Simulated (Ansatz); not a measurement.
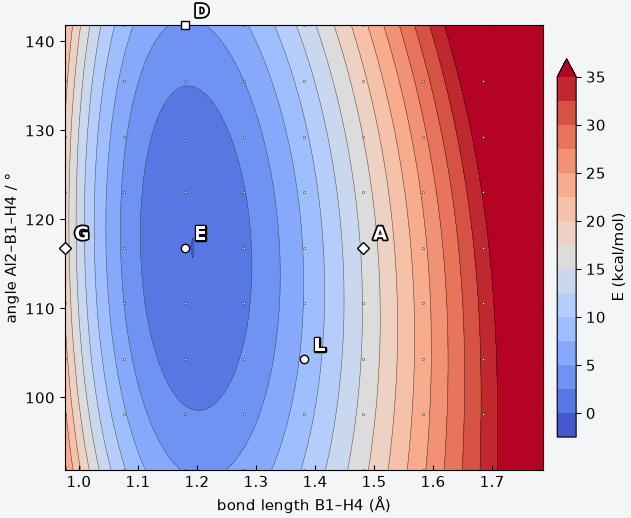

AlBClH₂, SMILES [BH2][Al][Cl], spin multiplicity 2. Coordinates scanned: (1) bond length B1–H4; (2) angle Al2–B1–H4. Nothing is relaxed (all other coordinates rigid). The scan uses a 9 × 9 grid. Points are written as (first, second). All energies are given in kcal/mol relative to the relaxed molecule at the same level. Theory: Ansatz, UHF-MP2, frozen core/def2-TZVP.

In the figure: filled contours, dots at the grid points, one colour for all values above the top of the scale, lettered points. Between grid points the surface is interpolated.

Rank the lettered points by energy, lowest first.

E (0.039 kcal/mol), D (4.7 kcal/mol), L (8.0 kcal/mol), A (15.4 kcal/mol), G (19.1 kcal/mol).

What kind of point is each of A, E, L: minimum, saddle, maximum or slope?

A: on a slope; E: minimum; L: on a slope. (In these two coordinates alone; a stationary point may lie a little off the grid point.)
